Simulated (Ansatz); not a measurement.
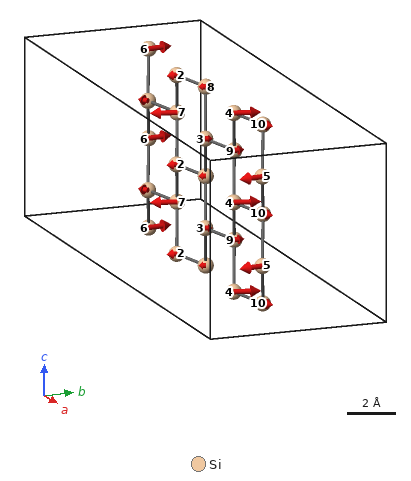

This is a relaxation of a wire of composition Si. The starting structure is drawn; red arrows show the displacements (the part carried along by the change of the cell is left out), magnified 5 times.

Style: ball-and-stick. Shown: the 2 repeat of the cell, with the vacuum cut short, slightly off an axis.

Case: zigzag ribbon, 5 formula units a period.

Computed with DFT PBE, scalar-relativistic, plane waves, PAW (Ansatz). Set-up: plane-wave cutoff 420 eV; k-point mesh 1 × 1 × 23; occupations gaussian; smearing width 0.05 eV; no spin polarisation; cell relaxed at fixed a, b, alpha, beta, gamma; force threshold 0.02 eV/Å; at most 45 steps.

> Describe the change and its energy.

The largest moves relative to the centre of the atoms, 0.23 Å, are those of Si atoms. Along the periodic axis the drawn cell goes c 7.738 → 7.690 Å (−0.6 %). Some distances before and after: Si–Si 2.279 → 2.313 Å, Si–Si 2.279 → 2.272 Å. Among the angles between lasting bonds that change: Si–Si–Si 116.2° → 112.4°, Si–Si–Si 116.2° → 119.5°, Si–Si–Si 116.2° → 118.2°. The energy falls by 58.8 meV per cell of the calculation in 6 accepted moves (7 points after the start). Largest force component: 0.4 eV/Å at the start, 0.015 eV/Å at the end. At 1 point the geometry stayed and the basis and grid were re-selected for the new cell (energy shift of 0.2 meV per cell of the calculation at most each time).
